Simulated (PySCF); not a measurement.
**C$_{4}$H$_{6}$FOP: density, localisation and related maps**

Input file:

```
{"job": {"kind": "nmr", "xc": "PBE0", "basis": "pcSseg-1"}, "charge": 0, "multiplicity": 1}
C     -2.178376    -0.160607    -0.264543
C     -0.792702     0.335377    -0.191141
C      0.066015     1.138951    -0.836937
F      0.026365     1.903923    -1.925851
P      0.797621     0.508853     0.681569
C      1.982460    -0.846733     0.390187
O      1.020963     1.290485     1.898203
H     -2.670932    -0.036411     0.698916
H     -2.733071     0.383889    -1.027212
H     -2.186117    -1.223265    -0.508587
H      1.946273    -1.505635     1.256247
H      1.741472    -1.384798    -0.518752
H      2.975640    -0.403541     0.330173
```

Launched as:

```sh
OMP_NUM_THREADS=1 python probes_run.py task.json out
```

Geometry: GFN2-xTB.

The calculation used PBE0/pcSseg-1, SCF density, gas phase, non-relativistic (PySCF).

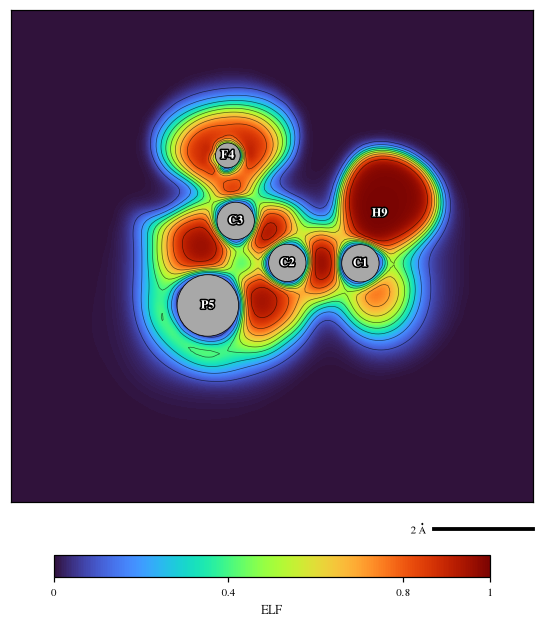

Figure 1. ELF on the plane of atoms C1, C2 and C3. Grey discs cover the atomic cores.

> Read the bonding off the picture.

- The plane passes through C, F, P and H nuclei.
- C–F (1.33 Å): the ELF peaks at about 0.85 between the atoms; a polar covalent bond.
- C–C (1.34 Å): the ELF peaks at about 0.90 between the atoms: a multiple bond.
- C–P (1.80 Å): the ELF peaks at about 0.75 between the atoms: a covalent bond.
- C–H (1.09 Å): the ELF climbs to about 1 towards the hydrogen, as it does in any bond to H: an ordinary covalent bond to hydrogen.
- C–C (1.47 Å): the ELF peaks at about 0.95 between the atoms; a covalent bond.
- The ELF also peaks beside F4, away from the bonds: lone-pair regions.

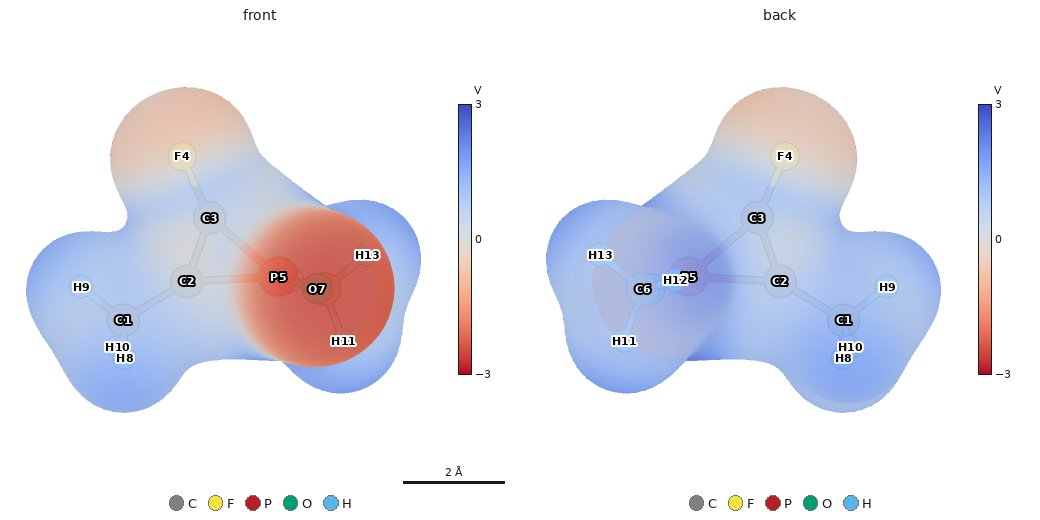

Figure 2. The electrostatic potential painted on the density surface at 0.004 e/bohr³, seen from the front and from behind; the colour scale runs from red (negative) to blue (positive).

> Where is the surface potential most negative and most positive?

The most negative region (about −2.4 V) lies over O7, the most positive (about +2.0 V) over P5. O7 is the likeliest acceptor of a hydrogen bond.

> What dipole moment does the calculation give?

Its dipole moment is 4.11 D.
